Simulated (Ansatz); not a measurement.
Three curves of one kind of scan: energy against volume (even scaling of the relaxed cell, symmetry kept). Method: PBE (plane waves to 420 eV, PAW, scalar-relativistic; Ansatz, a first-principles code). Each is measured from its own zero (the relaxed starting cell). 

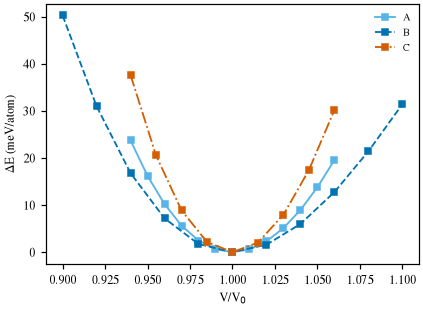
Figure: Curves A, B and C.

Task: Match the curves to these crystals:
- Ti3Al (D019 type, space group P6_3/mmc), a = 5.7553 Å, b = 5.7553 Å, c = 4.6546 Å, α = 90.00°, β = 90.00°, γ = 120.00°
- LiTaO3 (LiNbO3 type, space group R3c), a = 5.1910 Å, b = 5.1910 Å, c = 13.9143 Å, α = 90.00°, β = 90.00°, γ = 120.00°
- WSi2 (MoSi2 type, space group I4/mmm), a = b = 3.229 Å, c = 7.868 Å, α = β = γ = 90.00°

Result: A is Ti3Al; B is LiTaO3; C is WSi2.

All were relaxed with their symmetry unable to fall. LiTaO3 is run without spin polarisation. Spin-orbit coupling is left out. The PAW data are Ansatz's earlier set. Ti3Al is run without spin polarisation. WSi2 is run without spin polarisation.

(A scan under strain: stresses follow from slopes of the energy per volume, elastic moduli from its curvatures.)
